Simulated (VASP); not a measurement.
Band structure of InSb (zinc blende). Computed with r2SCAN+rVV10, VASP's PBE PAW potentials (set 64) (plane waves; VASP).

Unless said otherwise, spin-orbit coupling is left out, though it shifts the bands of the heavy elements here.

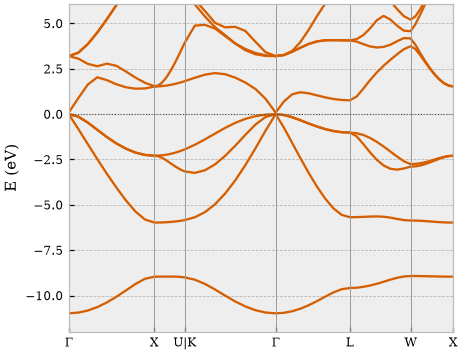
Figure: Bands along high-symmetry lines, zero at the valence-band maximum or, without a gap, the Fermi level

Problem. Read the plot: is there a gap, and where are the band edges?

Solution. The gap is direct, 0.09 eV, from the valence maximum at Γ to the conduction minimum at Γ.

The compound is InSb in the zinc blende structure. It was relaxed first.
